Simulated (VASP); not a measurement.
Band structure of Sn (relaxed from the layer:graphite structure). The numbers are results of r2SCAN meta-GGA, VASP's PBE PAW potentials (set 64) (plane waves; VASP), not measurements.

The cell holds a wide vacuum, so values per volume refer to the whole cell.  Unless said otherwise, spin-orbit coupling is left out, though it shifts the bands of the heavy elements here.

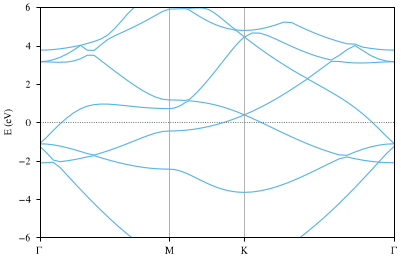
*Bands along high-symmetry lines, zero at the valence-band maximum or, without a gap, the Fermi level*

Q: Read the plot: is there a gap, and where are the band edges?

A: It has no gap at this level: it comes out as a metal or semimetal.

The cell is a sheet with vacuum, built from a generated structure.
